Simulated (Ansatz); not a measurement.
Run report: InSiNH₆Cl₂, geometry relaxation (part 2 of 2)

InSiNH₆Cl₂; RHF/def2-SVP (Ansatz 0.2.0). It belongs to a series of runs on one base structure; here: end point A relaxed.

Geometry of the input (Å):
```
In -1.1980  -1.2278  -0.6984
Si 0.7563  -1.1369  0.9256
Cl -1.0268  -1.8322  -2.9791
Cl -3.4402  -0.7399  -0.1275
H  0.8697  1.5436  0.3937
N  0.2209  1.8564  -0.3165
H  1.9674  -0.7031  0.1924
H  0.4635  -0.1590  1.9984
H  1.0209  -2.4550  1.5479
H  0.7511  2.3127  -1.0397
H  -0.3848  2.5410  0.1031
```

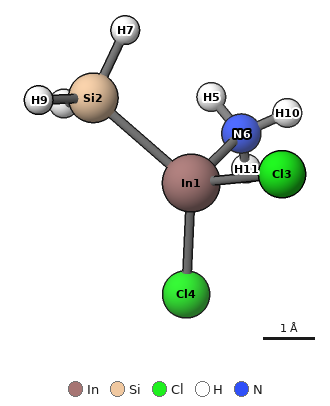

*The geometry at step 6 of the log (ball-and-stick view, seen at a tilt; atoms are numbered from 1 in the order of the input).*

```
mean field -39587.54307705 eV, -1454.8153746813 hartree, gradient 8.2e-5 eV, S^2 0.000000; 1 other end points of the search recorded, 0 dependent functions left out
the calculation of the forces begins
reference -39587.54307705 eV, -1454.8153746813 hartree; 41, 41 occupied and 83, 83 virtual orbitals, 1365 factors
Total energy: -39587.54307705 eV, -1454.8153746813 hartree
Atom 0 at    -0.665400    -0.512385    -0.403956 Å, force    -0.001371     0.020266    -0.006486 eV/Å
Atom 1 at     1.024103    -1.540980     1.285514 Å, force    -0.001030     0.010203     0.005155 eV/Å
Atom 2 at    -0.477158    -0.920645    -2.760450 Å, force    -0.002004    -0.003620     0.004990 eV/Å
Atom 3 at    -2.948484    -0.078116     0.192778 Å, force     0.012430    -0.009631    -0.000712 eV/Å
Atom 4 at     0.462587     2.256651    -0.205600 Å, force     0.000765    -0.012371     0.001384 eV/Å
Atom 5 at    -0.268056     1.802778    -0.730151 Å, force     0.009063     0.000246     0.010631 eV/Å
Atom 6 at     2.411391    -1.357006     0.791076 Å, force    -0.003019    -0.004238     0.000726 eV/Å
Atom 7 at     0.907078    -0.862082     2.600153 Å, force     0.000363    -0.005673    -0.001021 eV/Å
Atom 8 at     0.766131    -2.988413     1.467051 Å, force    -0.002788     0.003507    -0.003612 eV/Å
Atom 9 at    -0.074267     1.928989    -1.712282 Å, force    -0.008711     0.000951    -0.005676 eV/Å
Atom 10 at    -1.137925     2.271009    -0.524233 Å, force    -0.003699     0.000360    -0.005379 eV/Å
Dipole moment:     0.755768     0.976968     0.356994 e Å
```

Trajectory as extended XYZ (Å, eV, eV/Å), 11 frames, from step=1 to step=11
```
11
Properties=species:S:1:pos:R:3:forces:R:3 step=1 energy=-39586.71055
In   -1.1980   -1.2278   -0.6984   -0.1492   0.3916  -0.2514
Si    0.7563   -1.1369    0.9256    0.3101  -0.3607   0.3453
Cl   -1.0268   -1.8322   -2.9791   -0.0069  -0.0052   0.0116
Cl   -3.4402   -0.7399   -0.1275   -0.0201  -0.0166   0.0014
H     0.8697    1.5436    0.3937   -0.1400   0.4462  -0.2539
N     0.2209    1.8564   -0.3165    0.0096  -0.4154   0.1213
H     1.9674   -0.7031    0.1924    0.0070   0.0014   0.0023
H     0.4635   -0.1590    1.9984   -0.0120  -0.0065   0.0035
H     1.0209   -2.4550    1.5479    0.0164  -0.0113   0.0114
H     0.7511    2.3127   -1.0397   -0.0239  -0.0260   0.0166
H    -0.3848    2.5410    0.1031    0.0091   0.0027  -0.0082
11
Properties=species:S:1:pos:R:3:forces:R:3 step=2 energy=-39586.81167
In   -1.1783   -1.0832   -0.7237    0.3731   0.0104   0.3386
Si    0.7970   -1.2198    0.9777   -0.2405   0.1048  -0.2110
Cl   -1.0200   -1.7631   -2.9854    0.0127   0.1051  -0.0575
Cl   -3.4366   -0.6788   -0.1408   -0.0033   0.1032  -0.0144
H     0.9325    1.7296    0.4182   -0.8759   0.1926  -0.9335
N     0.2025    1.8117   -0.3096    0.6171   0.0451   0.4673
H     1.9898   -0.7591    0.2284    0.0804  -0.0618   0.0815
H     0.4818   -0.2221    2.0277    0.0773  -0.0672   0.0884
H     1.0631   -2.5344    1.5994   -0.0426  -0.0444  -0.0356
H     0.6393    2.2340   -1.1227   -0.1154  -0.2188   0.3047
H    -0.4712    2.4850    0.0308    0.1172  -0.1690  -0.0285
11
Properties=species:S:1:pos:R:3:forces:R:3 step=3 energy=-39586.97040
In   -1.0951   -0.9389   -0.6937    0.3269   0.0704   0.3176
Si    0.8330   -1.2451    1.0152   -0.2031  -0.0386  -0.1304
Cl   -0.9458   -1.5857   -2.9688    0.0375   0.1360  -0.0701
Cl   -3.3550   -0.5091   -0.1269   -0.0113   0.1242   0.0041
H     0.8544    1.6956    0.3596   -0.7680   0.0213  -0.7629
N     0.1060    1.7190   -0.3479    0.5281   0.0431   0.2609
H     2.0411   -0.8000    0.2812    0.1223  -0.0053   0.0967
H     0.5317   -0.2641    2.0846    0.1185  -0.0118   0.1064
H     1.0745   -2.5745    1.6169   -0.0544  -0.0286  -0.0501
H     0.5189    2.0982   -1.1938   -0.1254  -0.1667   0.2732
H    -0.5637    2.4044   -0.0265    0.0289  -0.1439  -0.0455
11
Properties=species:S:1:pos:R:3:forces:R:3 step=4 energy=-39587.14038
In   -1.0301   -0.7969   -0.6653    0.4724  -0.0090   0.3643
Si    0.8736   -1.2811    1.0619   -0.3746  -0.0233  -0.2714
Cl   -0.8842   -1.4261   -2.9477    0.0533   0.1400  -0.0959
Cl   -3.2924   -0.3598   -0.1043   -0.0288   0.1512   0.0348
H     0.7451    1.6202    0.2803    0.2842  -0.0770   0.2303
N     0.0321    1.6418   -0.4212   -0.5699   0.0039  -0.2975
H     2.0884   -0.8376    0.3369    0.1667   0.0077   0.1223
H     0.5805   -0.3054    2.1391    0.1701   0.0174   0.1585
H     1.0960   -2.6207    1.6470   -0.0729  -0.0161  -0.0601
H     0.4468    2.0639   -1.2353    0.0239  -0.1103  -0.1704
H    -0.6558    2.3017   -0.0914   -0.1245  -0.0845  -0.0149
11
Properties=species:S:1:pos:R:3:forces:R:3 step=5 energy=-39587.27776
In   -0.9360   -0.6480   -0.6377    0.0743  -0.5366   0.2832
Si    0.9060   -1.3050    1.1017   -0.2854   0.0067  -0.2273
Cl   -0.8020   -1.2508   -2.9364    0.0829   0.1450  -0.0557
Cl   -3.2058   -0.1988   -0.0793   -0.0446   0.1055   0.0576
H     0.6513    1.5484    0.2130    0.2033  -0.0176   0.1242
N    -0.0833    1.5546   -0.4719   -0.0639   0.7242  -0.2267
H     2.1520   -0.8722    0.4179    0.1641  -0.0301   0.1063
H     0.6655   -0.3463    2.2118    0.1220  -0.0212   0.1371
H     1.0768   -2.6695    1.6454   -0.0664   0.0007  -0.0591
H     0.3205    1.9384   -1.3141   -0.0147  -0.1521  -0.0968
H    -0.7449    2.2489   -0.1505   -0.1718  -0.2243  -0.0427
11
Properties=species:S:1:pos:R:3:forces:R:3 step=6 energy=-39587.40270
In   -0.8940   -0.6601   -0.5689   -0.0087  -0.0885  -0.0857
Si    0.9183   -1.3773    1.1327    0.2062   0.1377   0.1738
Cl   -0.7239   -1.1525   -2.8994    0.0272   0.0727   0.0354
Cl   -3.1590   -0.1423   -0.0116    0.0591   0.0326   0.0309
H     0.6202    1.7236    0.1375   -0.1339  -0.0043  -0.1365
N    -0.1163    1.6121   -0.5484   -0.1358   0.5345   0.2031
H     2.2227   -0.9794    0.5265   -0.0455  -0.1046  -0.0015
H     0.7458   -0.4646    2.3009   -0.0150  -0.1109   0.0188
H     1.0153   -2.7737    1.6164   -0.1026   0.0181  -0.0837
H     0.2410    1.9793   -1.4183   -0.0276  -0.1838  -0.0740
H    -0.8699    2.2346   -0.2675    0.1766  -0.3036  -0.0806
11
Properties=species:S:1:pos:R:3:forces:R:3 step=7 energy=-39587.46390
In   -0.8241   -0.6490   -0.5286   -0.0178   0.1101   0.0271
Si    0.9551   -1.4048    1.1878    0.1252  -0.1940   0.1226
Cl   -0.6420   -1.0565   -2.8774    0.0149   0.0360   0.0533
Cl   -3.0764   -0.0856    0.0469   -0.0217  -0.0315   0.0088
H     0.5881    1.9026    0.0632   -0.4427  -0.1479  -0.4025
N    -0.1648    1.6476   -0.5772    0.3757   0.5452  -0.2193
H     2.2821   -1.0809    0.5782   -0.1163  -0.0766   0.1443
H     0.8013   -0.5648    2.4173    0.0454  -0.1515  -0.1531
H     0.9179   -2.8496    1.5603    0.0225   0.2444  -0.0414
H     0.1265    1.9126   -1.5170   -0.0642  -0.1682   0.4208
H    -0.9638    2.2280   -0.3535    0.0791  -0.1660   0.0394
11
Properties=species:S:1:pos:R:3:forces:R:3 step=8 energy=-39587.50907
In   -0.7595   -0.5861   -0.4603   -0.0071   0.0233  -0.0494
Si    0.9870   -1.5025    1.2341    0.1495   0.0252   0.1518
Cl   -0.5605   -0.9458   -2.8156    0.0006  -0.0489  -0.0506
Cl   -3.0213   -0.0403    0.1103   -0.0123  -0.0495   0.0334
H     0.5153    2.0373   -0.0592   -0.1447   0.0182  -0.1544
N    -0.2241    1.7153   -0.6700    0.1760   0.2274  -0.0687
H     2.3430   -1.2125    0.6794   -0.1216  -0.0669   0.0624
H     0.8428   -0.7015    2.4861    0.0332  -0.1241  -0.0788
H     0.9045   -2.9520    1.5723   -0.0711   0.2063  -0.1101
H     0.0314    1.9467   -1.6233   -0.0101  -0.1592   0.2067
H    -1.0586    2.2412   -0.4539    0.0075  -0.0519   0.0577
11
Properties=species:S:1:pos:R:3:forces:R:3 step=9 energy=-39587.52947
In   -0.7158   -0.5476   -0.4312    0.1210   0.1368   0.0525
Si    1.0132   -1.5115    1.2706    0.1254  -0.1779   0.1583
Cl   -0.5123   -0.9159   -2.7903   -0.0167  -0.0401   0.0172
Cl   -2.9899   -0.0629    0.1629    0.0534  -0.0382  -0.0117
H     0.4800    2.1939   -0.1553   -0.0530  -0.0057  -0.0300
N    -0.2457    1.7707   -0.7128   -0.2381   0.0608   0.0775
H     2.4083   -1.3089    0.7832   -0.1557  -0.0316  -0.0564
H     0.9303   -0.8206    2.5904   -0.1053  -0.0493  -0.1416
H     0.7870   -2.9722    1.4806    0.0326   0.2102  -0.0299
H    -0.0355    1.9326   -1.6848    0.0635  -0.0304  -0.0615
H    -1.1195    2.2422   -0.5136    0.1729  -0.0347   0.0255
11
Properties=species:S:1:pos:R:3:forces:R:3 step=10 energy=-39587.54014
In   -0.6714   -0.5219   -0.4124    0.0063   0.0464   0.0479
Si    1.0189   -1.5424    1.2833    0.0498  -0.0237   0.0345
Cl   -0.4826   -0.9276   -2.7679   -0.0012   0.0086   0.0066
Cl   -2.9489   -0.0736    0.1898   -0.0124  -0.0141  -0.0057
H     0.4626    2.2563   -0.1866   -0.0668  -0.0320  -0.0494
N    -0.2639    1.8024   -0.7195   -0.1060   0.0245   0.0024
H     2.4031   -1.3435    0.7732   -0.0672  -0.0379   0.0438
H     0.9075   -0.8487    2.5960    0.0000  -0.0583  -0.0784
H     0.7749   -2.9971    1.4785    0.0198   0.1327  -0.0203
H    -0.0611    1.9203   -1.7005    0.0482   0.0242  -0.0124
H    -1.1391    2.2755   -0.5341    0.1295  -0.0702   0.0309
11
Properties=species:S:1:pos:R:3:forces:R:3 step=11 energy=-39587.54308
In   -0.6654   -0.5124   -0.4040   -0.0014   0.0203  -0.0065
Si    1.0241   -1.5410    1.2855   -0.0010   0.0102   0.0052
Cl   -0.4772   -0.9206   -2.7605   -0.0020  -0.0036   0.0050
Cl   -2.9485   -0.0781    0.1928    0.0124  -0.0096  -0.0007
H     0.4626    2.2567   -0.2056    0.0008  -0.0124   0.0014
N    -0.2681    1.8028   -0.7302    0.0091   0.0002   0.0106
H     2.4114   -1.3570    0.7911   -0.0030  -0.0042   0.0007
H     0.9071   -0.8621    2.6002    0.0004  -0.0057  -0.0010
H     0.7661   -2.9884    1.4671   -0.0028   0.0035  -0.0036
H    -0.0743    1.9290   -1.7123   -0.0087   0.0010  -0.0057
H    -1.1379    2.2710   -0.5242   -0.0037   0.0004  -0.0054
```
